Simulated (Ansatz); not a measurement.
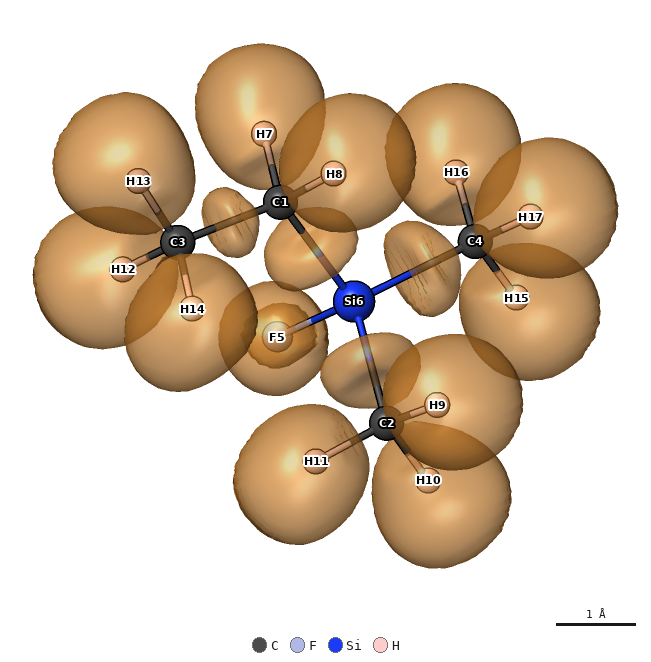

Figure 1: C$_{4}$H$_{11}$FSi. Isosurface of the electron localisation function at 0.8 (orange), seen at a tilt. Only the valence region is drawn (cores and ρ < 0.01 e/Å³ removed).

Geometry: B3LYP/6-31G*.

The calculation used isolated molecule in a Gaussian basis; Kohn-Sham density functional theory, functional PBE0 in Ansatz.

```json
{"atom": "C", "x (Å)": "-1.6695", "y (Å)": "1.1589", "z (Å)": "-0.8796"}
{"atom": "C", "x (Å)": "1.4253", "y (Å)": "1.0754", "z (Å)": "-1.3042"}
{"atom": "C", "x (Å)": "-1.9433", "y (Å)": "-0.0610", "z (Å)": "-1.7786"}
{"atom": "C", "x (Å)": "0.0677", "y (Å)": "3.6311", "z (Å)": "-0.1826"}
{"atom": "F", "x (Å)": "-0.3108", "y (Å)": "2.7071", "z (Å)": "-2.8399"}
{"atom": "Si", "x (Å)": "-0.1221", "y (Å)": "2.1437", "z (Å)": "-1.3170"}
{"atom": "H", "x (Å)": "-2.5280", "y (Å)": "1.8448", "z (Å)": "-0.9113"}
{"atom": "H", "x (Å)": "-1.5859", "y (Å)": "0.8395", "z (Å)": "0.1701"}
{"atom": "H", "x (Å)": "1.6035", "y (Å)": "0.6503", "z (Å)": "-0.3084"}
{"atom": "H", "x (Å)": "2.3105", "y (Å)": "1.6613", "z (Å)": "-1.5781"}
{"atom": "H", "x (Å)": "1.3466", "y (Å)": "0.2427", "z (Å)": "-2.0123"}
{"atom": "H", "x (Å)": "-2.0593", "y (Å)": "0.2364", "z (Å)": "-2.8268"}
{"atom": "H", "x (Å)": "-2.8599", "y (Å)": "-0.5837", "z (Å)": "-1.4798"}
{"atom": "H", "x (Å)": "-1.1226", "y (Å)": "-0.7864", "z (Å)": "-1.7315"}
{"atom": "H", "x (Å)": "0.9363", "y (Å)": "4.2379", "z (Å)": "-0.4639"}
{"atom": "H", "x (Å)": "-0.8172", "y (Å)": "4.2770", "z (Å)": "-0.2216"}
{"atom": "H", "x (Å)": "0.2051", "y (Å)": "3.3176", "z (Å)": "0.8598"}
```

Where are the electrons localised?

Answer. At this value the surface marks out one region between bonded C–C atoms (shared pairs), three regions between bonded C–Si atoms (shared pairs), eleven regions around hydrogen nuclei and one region wrapped around F (its lone pairs, merged into a ring or cap). Profiles from the grid: C–C (1.54 Å): the ELF peaks at about 0.95 between the atoms, as expected for a shared electron pair. Si–F (1.63 Å): the ELF peaks at about 0.85 in the valence shell of F, 0.7 Å from its nucleus, and is about 0.40 at the midpoint.
